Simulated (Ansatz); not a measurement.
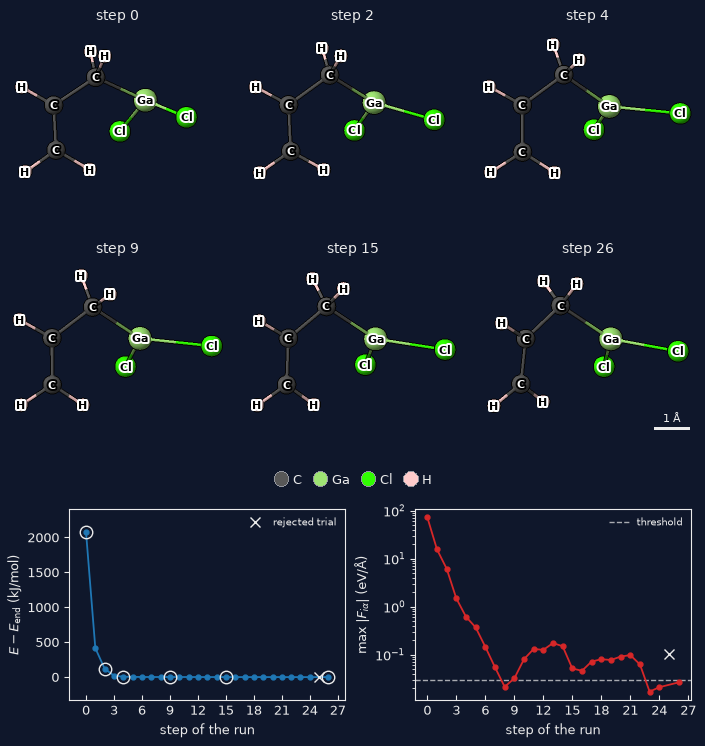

Frames of a relaxation of C3H5Cl2Ga (coarse preliminary run), marked on the history of the run. A ball-and-stick model, seen at a tilt.

The start comes from a force field.

Theory: Ansatz 0.2.0, RKS PBE-D4/def2-SVP.

The input:
```yaml
crystal:
  periodic: [false, false, false]
  atoms:
    - {symbol: C, position_ang: [-0.595500, -0.420800, -1.414100]}
    - {symbol: C, position_ang: [-0.370900, -1.084400, -0.330200]}
    - {symbol: C, position_ang: [0.541100, -0.548600, 0.686200]}
    - {symbol: Ga, position_ang: [0.746000, 1.339700, 0.931100]}
    - {symbol: Cl, position_ang: [1.776500, 2.105600, 0.524400]}
    - {symbol: Cl, position_ang: [-1.291600, 2.472500, 1.038900]}
    - {symbol: H, position_ang: [-1.293200, -0.775200, -2.169800]}
    - {symbol: H, position_ang: [-0.163500, 0.620200, -1.593100]}
    - {symbol: H, position_ang: [-0.805100, -2.046800, -0.150800]}
    - {symbol: H, position_ang: [1.466200, -1.208200, 0.791100]}
    - {symbol: H, position_ang: [0.055500, -0.511000, 1.706900]}
basis:
  gaussian: {orbitals: def2-SVP}
hamiltonian: {xc: pbe, dispersion: d4}
relax: {f_tol: 0.03, max_steps: 200}
```

Command:
```bash
ansatz run in.yaml --threads 4 --pin off --events-out ev --progress --plain --max-ram 11315MiB
```

### Describe the path.

After 25 accepted moves (26 points after the start) the energy has fallen by 2080.6 kJ/mol. Largest force component: 73 eV/Å at the start, 0.027 eV/Å at the end. The line search rejected the trial step at point 25 of the run. The forces were under the threshold at step 8, but the run went on from there. The largest move after the best rigid fit is that of H8, 0.80 Å. By element the largest moves are H 0.80 Å, Cl 0.75 Å, C 0.29 Å, Ga 0.22 Å. Near-neighbour distances that change, for instance: Ga4–Cl5 1.347 → 2.164 Å, Ga4–Cl6 2.334 → 2.165 Å, C3–Ga4 1.915 → 1.974 Å, C1–C2 1.291 → 1.345 Å. Bond angles that change, for instance: Ga4–C3–H11 84.1° → 108.6°, Ga4–C3–H10 118.1° → 107.4°, C3–Ga4–Cl6 113.0° → 123.7°. Groups turn about C2–C3 by about 25°. The run took 45 s on 4 threads of Arm Neoverse V2, with other jobs on the host. From step 0 to 2: Cl5 moves most (0.38 Å), energy −1960.8 kJ/mol. From step 2 to 4: Cl5 moves most (0.37 Å), energy −114.1 kJ/mol. From step 4 to 9: H8 moves most (0.17 Å), energy −4.58 kJ/mol. From step 9 to 15: H9 moves most (0.37 Å), energy −0.71 kJ/mol. From step 15 to 26: H9 moves most (0.37 Å), energy −0.38 kJ/mol.

| step | E − E(0), kJ/mol | largest force component, eV/Å | note |
| --- | --- | --- | --- |
| 0 | 0.00 | 72.8094 |  |
| 1 | -1665.56 | 15.6365 |  |
| 2 | -1960.82 | 6.2030 |  |
| 3 | -2060.77 | 1.4925 |  |
| 4 | -2074.89 | 0.6199 |  |
| 5 | -2077.50 | 0.3721 |  |
| 6 | -2079.09 | 0.1464 |  |
| 7 | -2079.33 | 0.0551 |  |
| 8 | -2079.40 | 0.0216 |  |
| 9 | -2079.47 | 0.0323 |  |
| 10 | -2079.60 | 0.0808 |  |
| 11 | -2079.68 | 0.1323 |  |
| 12 | -2079.80 | 0.1265 |  |
| 13 | -2079.94 | 0.1755 |  |
| 14 | -2080.00 | 0.1509 |  |
| 15 | -2080.17 | 0.0519 |  |
| 16 | -2080.27 | 0.0465 |  |
| 17 | -2080.34 | 0.0724 |  |
| 18 | -2080.39 | 0.0809 |  |
| 19 | -2080.43 | 0.0780 |  |
| 20 | -2080.46 | 0.0918 |  |
| 21 | -2080.48 | 0.0987 |  |
| 22 | -2080.50 | 0.0631 |  |
| 23 | -2080.53 | 0.0171 |  |
| 24 | -2080.54 | 0.0211 |  |
| 25 | -2080.54 | 0.1020 | rejected |
| 26 | -2080.56 | 0.0266 |  |
